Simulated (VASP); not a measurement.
Band structure of NiSe (space group R3m). Level of theory: LDA (Ceperley-Alder, Perdew-Zunger), VASP's LDA PAW potentials (set 64) (plane waves; VASP 6.6.1).

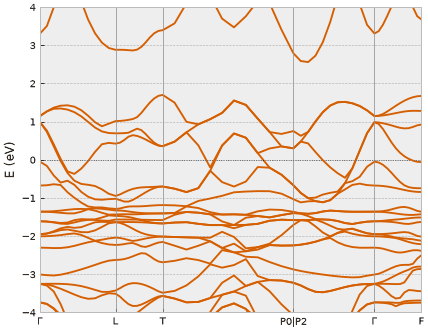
*Bands along high-symmetry lines, zero at the valence-band maximum or, without a gap, the Fermi level*

Task: Read the plot: is there a gap, and where are the band edges?

Result: It has no gap at this level: it comes out as a metal or semimetal.

The structure comes from a computed database's NiSe entry (R3m); how it stands against other phases isn't given here. The cell was not relaxed at this level. The k-mesh is coarse (spacing up to 0.41 per Å, 2π included), so the numbers may not be converged in it. The run is not spin-polarised, so no magnetic state was tried.
